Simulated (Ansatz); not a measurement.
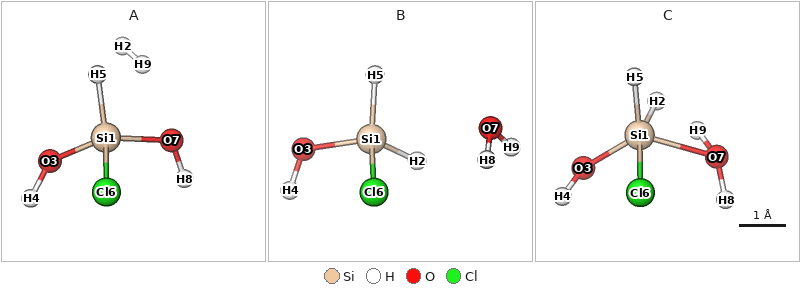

3 geometries from a converged minimum-energy path of SiH$_{5}$O$_{2}$Cl, made up at the start of SiH3OCl and H$_{2}$O, shuffled. A ball-and-stick model, seen at a tilt.

Level of theory: RKS PBE0/6-31G* (Ansatz). Set-up: 7 movable images; climbing image; force threshold 0.03 eV/Å; iteration limit 60; starting path through a guess of the saddle point.

> Which frame is the top of the path?

C. In order along the path, whose images run from 0 to 8: B (image 1, +0.07 eV), C (image 3, +1.43 eV), A (image 5, −0.78 eV). Breaking: O7–H9 (0.97 → 1.16 at the top → 2.64 Å), Si1–H2 (1.48 → 1.70 at the top → 4.75 Å). Forming: H2–H9 (2.80 → 1.12 at the top → 0.74 Å), Si1–O7 (2.83 → 1.83 at the top → 1.65 Å).

Limits of the set-up: the start holds two separate molecules, 2.7 Å apart at their closest, whose relative position is a soft coordinate and is computed without a dispersion correction.
